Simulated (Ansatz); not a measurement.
# BaTiO3 (R3m): how G0W0 depends on its starting point, part 2 of 2

One-shot GW is not self-consistent; how far does the start matter for BaTiO3 (R3m)?

Ansatz 0.2.0; G0W0 on several functionals, plane waves, PAW. Known limits of the many-body steps: not at the basis limit; no spin-orbit coupling; coarse k mesh.

So far. Step 2 (G0W0 on LDA): The gap on the mesh goes from 2.35 eV to 4.14 eV, a correction of +1.80 eV. Between the two edge states, bare exchange in place of the xc potential would open the gap by 12.50 eV, and correlation takes back 10.71 eV.

In doubt: masses and optical values from hybrid runs of this build are listed as unsure (step 4), which bears on the screening that GW takes from such a start.

## 3. G0W0 on r2SCAN

One-shot GW remembers its start. Another functional's orbitals and levels show by how much.

This step: G0W0 on r2SCAN, plane waves, PAW.

input.yaml reads:

```yaml
crystal:
  lattice:
    - [2.8273666084, 1.6323808724, 2.3183934932]
    - [-2.8273666084, 1.6323808724, 2.3183934932]
    - [0.0, -3.2647617449, 2.3183934932]
  atoms:
    - { symbol: Ba, position: [0.0, 0.0, 0.0] }
    - { symbol: Ti, position: [0.4845, 0.4845, 0.4845] }
    - { symbol: O, position: [0.5086, 0.5086, 0.0175] }
    - { symbol: O, position: [0.0175, 0.5086, 0.5086] }
    - { symbol: O, position: [0.5086, 0.0175, 0.5086] }
kpoints:
  mp_grid: { grid: [4, 4, 4] }
hamiltonian:
  xc: r2scan
scf:
  occupations: { method: fixed }
gw:
  n_empty_bands: 508
  ecut_chi: 230.0
  qp_bands: [v2, c2]
  qp_kpoints: band_edges
  screening: { model: contour_deformation }
```

The run is started by

```
ansatz run input.yaml --threads 3 --pin off --max-ram 92160MiB --backend cuda --events-out ev --progress --plain --runs-dir out --devices 1 --max-vram 13GiB  # rebuilt from the run's record
```

Numbers of over 12 decimals in the logs are rounded to 6 here.

The log of the run:

```text
GPUs: using 1 of 1 available (devices: 1).
[...]
GPU FFT provider: cuFFT
GPU libraries: cuBLAS 13.8.2, cuFFT 12.4.0, cuSOLVER 12.3.4
Crystal: 5 atoms, lattice volume = 64.201 Å³
Basis set: ecut = 500 eV, 1647 PW (Γ), exchange–correlation on 120×120×120 points (64 copies of the dense FFT grid, shifted against one another)
Bands: 25, of which v1, the nominal top of the filled ones, is band 20 counted from 1 (19 counted from 0)
Symmetry: 6 space group operations
[...]
k-points: 13 of 64 (time reversal used)
[...]
GPU buffer pool allocated for 27000 grid points (all kernels)
[...]
SCF iter   1: F=—  HF=-10183.725294 eV  |F-HF|=—  |Δ(HF+E_count)|=         —  Δρ=2.09e-2  dr2=3.52e-1  dr2_τ=2.49e-1  ethr=1.77e-3  ⟨swp⟩=4.8  Hψ=1398  notcnv=0  defer=24
[...]
SCF iter   7: F=-10183.827721 eV  HF=-10183.827721 eV  |F-HF|=8.44e-9  |Δ(HF+E_count)|=   4.10e-7  Δρ=8.04e-6  dr2=2.62e-8  dr2_τ=3.81e-9  ethr=2.50e-10  ⟨swp⟩=7.2  Hψ=1617  notcnv=0
SCF 1 converged in 7 iterations: F = -10183.827721 eV  dr2 = 2.62e-8
[...]
NSCF: frozen V_eff on 13 k-points, pencils in batches of 32, up to order 100
[...]
NSCF: frozen V_eff on 13 k-points
G₀W₀ screening: q 1/13
[... further progress lines ...]
[...]
SCF converged after 7 iterations
Free energy (F): -10183.827721 eV
[...]
Internal energy: -10183.827721 eV  (E = F + TS)
E sigma→0 (E₀):  -10183.827721 eV
Fermi energy:    9.917450 eV
[...]
--- Band table (eV; the first three rows and the last of 13) ---
  k-point 0: bands = [... 16 lower, 8.8042, 9.4350, 9.5490, 9.5490, 12.7147, 12.7147, 12.8515, 14.7904, ... 1 higher]
  k-point 1: bands = [... 16 lower, 8.5019, 8.7202, 9.2895, 9.3088, 12.7962, 13.3851, 13.4741, 14.7829, ... 1 higher]
  k-point 2: bands = [... 16 lower, 8.2694, 8.3293, 8.9788, 9.0922, 12.8595, 14.0931, 14.1933, 14.7548, ... 1 higher]
  k-point 12: bands = [... 16 lower, 7.6166, 9.9033, 9.9033, 9.9174, 14.6501, 14.8061, 14.8061, 17.2667, ... 1 higher]
[...]
0    19      9.5490   -25.9150     3.8620   -21.6810  0.7397     9.1748     9.1770  root
     0    20      9.5490   -25.9150     3.8620   -21.6810  0.7397     9.1748     9.1770  root
     0    21     12.7147   -12.9312    -6.2984   -20.1616  0.7472    13.6604    13.6467  root
     0    22     12.7147   -12.9312    -6.2984   -20.1616  0.7472    13.6604    13.6467  root
     1    19      9.2895   -25.4164     3.8048   -21.2214  0.7378     8.8967     8.8993  root
     1    20      9.3088   -25.8606     3.9677   -21.5090  0.7379     8.9223     8.9248  root
     1    21     12.7962   -13.1226    -6.3516   -20.4154  0.7446    13.7517    13.7373  root
     1    22     13.3851   -13.8425    -6.5886   -21.4142  0.7310    14.3861    14.3682  root
[...]
12    19      9.9033   -25.8945     4.3126   -21.2240  0.7325     9.5432     9.5454  root
    12    20      9.9174   -25.9199     4.3227   -21.2390  0.7326     9.5570     9.5592  root
    12    21     14.6501   -14.5100    -7.6004   -23.1315  0.6951    15.7005    15.6712  root
    12    22     14.8061   -14.5936    -7.6762   -23.2968  0.6924    15.8636    15.8331  root
```

Run time: 45 s. Hardware: 1 × NVIDIA H100 80GB HBM3 (shared by 6 runs) with 3 threads of AMD EPYC 7R13 (Zen 3), shared host; peak memory 1.9 GiB.

Numbers from this step:

```
bands summed                                 : 528
RPA ε∞ on this mesh (eigenvalues)            : 4.731, 5.123, 5.123
plane waves in the screening matrix          : 485
q-points in the mesh                         : 64
G0W0 gap on the mesh                         : 4.087 eV
k of the valence top                         : -0.5, -0.5, -0.5
k of the conduction bottom                   : 0, 0, 0
starting gap on the mesh                     : 2.797 eV
Z at the valence top                         : 0.7326
Z at the conduction bottom                   : 0.7472
least direct G0W0 gap on the computed points : 4.470 eV
```

Against the run with 4×4×4 mesh, 508 empty bands, screening to 230 eV on LDA, the gap moves by −0.06 eV, while the start moved by +0.45 eV.

## 4. G0W0 on HSE06

This step: G0W0 on HSE06, plane waves, PAW.

Edit input.yaml of step 3 so:

```diff
@@ -14,3 +14,3 @@
 hamiltonian:
-  xc: r2scan
+  xc: hse06
 scf:
```

The log of the run:

```text
GPUs: using 1 of 1 available (devices: 1).
[...]
davidson cushion auto → on  (no smearing: the cushion is to keep the highest requested band from converging to the state above it; pin scf.eigensolver.cushion to override)
[...]
GPU FFT provider: cuFFT
GPU libraries: cuBLAS 13.8.2, cuFFT 12.4.0, cuSOLVER 12.3.4
Crystal: 5 atoms, lattice volume = 64.201 Å³
Basis set: ecut = 420 eV, 1237 PW (Γ)
[...]
1    21     13.1847   -12.4942    -6.0065   -19.0123  0.7770    13.6992    13.6963  root
     1    22     13.8429   -13.2757    -6.2058   -20.0033  0.7650    14.3681    14.3647  root
[...]
12    19      9.1921   -25.8974     4.0104   -21.8757  0.7628     9.1809     9.1809  root
    12    20      9.2057   -25.9219     4.0198   -21.8912  0.7628     9.1948     9.1948  root
    12    21     15.3050   -14.0906    -7.0837   -21.6501  0.7327    15.7848    15.7809  root
    12    22     15.4744   -14.2070    -7.1608   -21.8458  0.7299    15.9564    15.9523  root
[key lines of the parts left out:]
Free energy (F): -10163.503441 eV
Fermi energy:    9.205702 eV
```

It took 54 s on 1 × NVIDIA H100 80GB HBM3 (shared by 6 runs) with 3 threads; peak memory 2 GiB.

This step gave:

| Property | Result |
| --- | --- |
| bands summed | 528 |
| RPA ε∞ on this mesh (eigenvalues) | 4.085, 4.373, 4.373 |
| plane waves in the screening matrix | 485 |
| G0W0 gap on the mesh | 4.406 eV |
| k of the valence top | -0.5, -0.5, -0.5 |
| k of the conduction bottom | 0, 0, 0 |
| starting gap on the mesh | 3.885 eV |
| least direct G0W0 gap on the computed points | 4.809 eV |

Against the run with 4×4×4 mesh, 508 empty bands, screening to 230 eV on r2SCAN, the gap moves by +0.32 eV, while the start moved by +1.09 eV.

## 5. The starts together

All on the 4×4×4 mesh with 508 empty bands and screening to 230 eV. Times are wall times on 1 × NVIDIA H100 80GB HBM3 (shared by 6 runs) with 3 threads of AMD EPYC 7R13 (Zen 3), shared host, good to a factor of about two.

| start | starting gap (eV) | shift (eV) | G0W0 gap (eV) | RPA ε∞ (harmonic mean) | Z (valence, conduction) | time |
| --- | --- | --- | --- | --- | --- | --- |
| LDA | 2.35 | +1.80 | 4.14 | 5.68 | 0.72, 0.74 | 36 s |
| r2SCAN | 2.80 | +1.29 | 4.09 | 4.99 | 0.73, 0.75 | 45 s |
| HSE06 | 3.89 | +0.52 | 4.41 | 4.27 | 0.76, 0.78 | 54 s |

The parts of the quasiparticle energy at the two band edges (eV; QP = start + Σx + Σc − Vxc):

| run | edge | start | Σx | Σc | Vxc | Z | QP |
| --- | --- | --- | --- | --- | --- | --- | --- |
| LDA | valence top | 9.85 | -25.76 | 4.37 | -20.90 | 0.72 | 9.35 |
| LDA | conduction bottom | 12.20 | -13.03 | -6.34 | -20.66 | 0.74 | 13.50 |
| r2SCAN | valence top | 9.92 | -25.92 | 4.32 | -21.24 | 0.73 | 9.56 |
| r2SCAN | conduction bottom | 12.71 | -12.93 | -6.30 | -20.16 | 0.75 | 13.65 |
| HSE06 | valence top | 9.21 | -25.92 | 4.02 | -21.89 | 0.76 | 9.19 |
| HSE06 | conduction bottom | 13.09 | -12.31 | -5.94 | -18.76 | 0.78 | 13.60 |

For a hybrid start, Vxc holds its share of exact exchange.

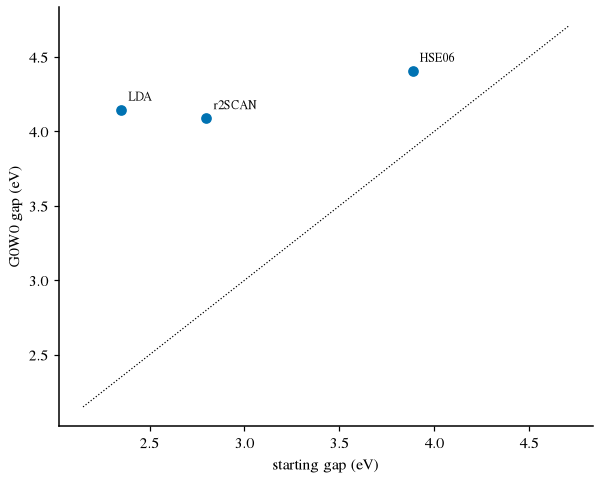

G0W0 gap against starting gap; on the dotted line the correction would vanish.

## 6. Results

```yaml
g0w0_lda: 4.14 eV (start 2.35 eV)
g0w0_r2scan: 4.09 eV (start 2.80 eV)
g0w0_hse06: 4.41 eV (start 3.89 eV)
known_limits: not at the basis limit; no spin-orbit coupling; coarse k mesh
```

What this shows: The starting gaps span 1.54 eV and the G0W0 gaps 0.32 eV. Between LDA and HSE06, 0.26 eV of the 1.54 eV survives, 17 %. The order is not kept throughout: r2SCAN starts 0.45 eV above LDA and ends 0.06 eV below it, so orbitals matter beside the gap. HSE06 screens less than LDA (ε∞ 4.27 against 5.68). Of the 0.26 eV by which its G0W0 gap is higher, the correlation part gives +0.75 eV, and exchange with the one-particle terms, which follow the orbitals, −0.49 eV. The smallest correction, +0.52 eV, is on HSE06, the start nearest to reproducing itself. Bands and cutoff are finite, so the gap is not at the basis limit. The miss can reach some tenths of an eV and take either sign; the mesh is an error of its own. The 4×4×4 mesh is coarse for this cell (its supercell is 16 Å along the shortest edge). The RPA ε∞ on it, from the LDA start, is 5.38 and 5.85; such meshes misread the long-range screening, most where the gap is narrow. The many-body steps are scalar-relativistic: spin-orbit coupling is not in them.

[Paths, hosts, dates, memory and timing lines, banners, echoed tables and standing remarks are left out of the program output.]

[Logs are printed without paths, hosts, clocks, repeated set-up lines and the standing remarks that a program may print on its own settings, such as how far it seeks lower states.]

[Runs of the session that timed out or met a known fault of the program may be left out.]

[Cells called generated may have been cut or substituted from an entry of the Crystallography Open Database or the Materials Project.]

[Hosts, paths, dates, database ids (printed as entryN), source tags and the programs' standing remarks are cut or masked in the printed files.]
